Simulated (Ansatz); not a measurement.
Input

```
crystal:
  periodic: [false, false, false]
  atoms:
    - { symbol: Al, position_ang: [0.0, 0.0, 0.0] }
    - { symbol: F, position_ang: [0.0, 0.0, 1.69] }
    - { symbol: F, position_ang: [1.4635, 0.0, -0.845] }
    - { symbol: F, position_ang: [-1.4635, 0.0, -0.845] }
basis:
  gaussian: { orbitals: cc-pVDZ }
hamiltonian:
  xc: revpbe
relax:
  f_tol: 0.02
  max_steps: 40
output:
  orbitals: {}
```

Run with:

```sh
ansatz run input.yaml --threads 1 --pin off --max-ram 2048MiB --backend cpu --events-out ev --progress --plain --runs-dir out
```

The fields are those of the run's last geometry, not of the input's.

All numbers below come from Ansatz 0.2.0, RKS revPBE/cc-pVDZ.

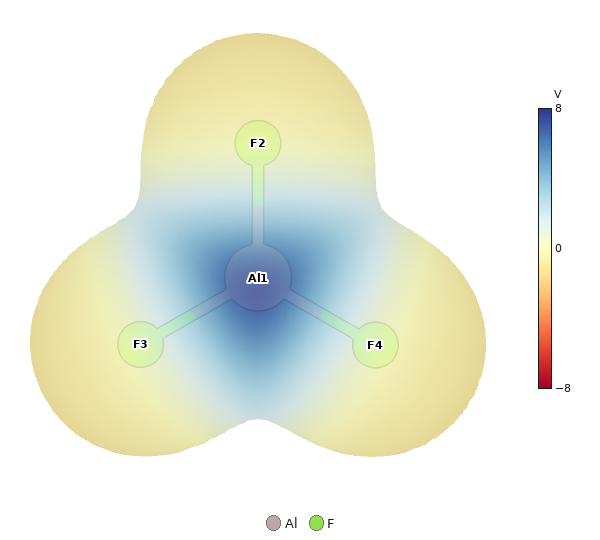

AlF$_{3}$. The electrostatic potential painted on the density surface at 0.004 e/bohr³, seen at a tilt; the colour scale runs from red (negative) to blue (positive).

Q: Which sites attract a positive test charge, and which a negative one?

A: A positive charge is drawn to the negative regions and a negative charge to the positive ones. The most negative region (about −1.0 V) lies over F2, F3 and F4, the most positive (about +7.0 V) over Al1.
